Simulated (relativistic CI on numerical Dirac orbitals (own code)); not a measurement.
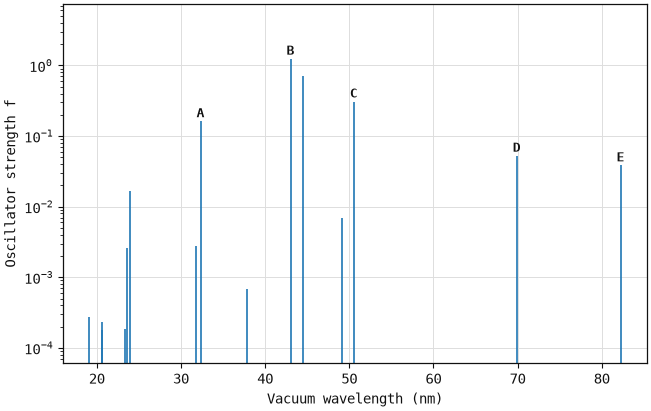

The plot shows absorption lines from the lowest level (oscillator strengths f) for Ar V (Ar⁴⁺). The calculation used relativistic CI on Dirac orbitals, KLI exchange-only orbitals, Breit term, model QED, unscaled Slater integrals, a P86 correlation estimate for each configuration.

**Which transitions are the lettered lines?**

A: 3s² 3p 4s ³P°₁ ← 3s² 3p² ³P₀, 32.32 nm, f = 0.16; B: 3s² 3p 3d ³D°₁ ← 3s² 3p² ³P₀, 43.02 nm, f = 1.2; C: 3s 3p³ ³S°₁ ← 3s² 3p² ³P₀, 50.54 nm, f = 0.31; D: 3s 3p³ ³P°₁ ← 3s² 3p² ³P₀, 69.90 nm, f = 0.052; E: 3s 3p³ ³D°₁ ← 3s² 3p² ³P₀, 82.23 nm, f = 0.038. The strongest, B, lies in the extreme ultraviolet region.

Limits of the model: configurations can be misplaced by up to about 7 % of their energy; term splittings are 10 to 25 % too wide when unscaled; only a limited list of configurations is included, so lower levels can be missing; only lines among the lowest 200 of 1312 levels are drawn, so those from 3s 3p 3d² and 3s² 3d 4s are incomplete.
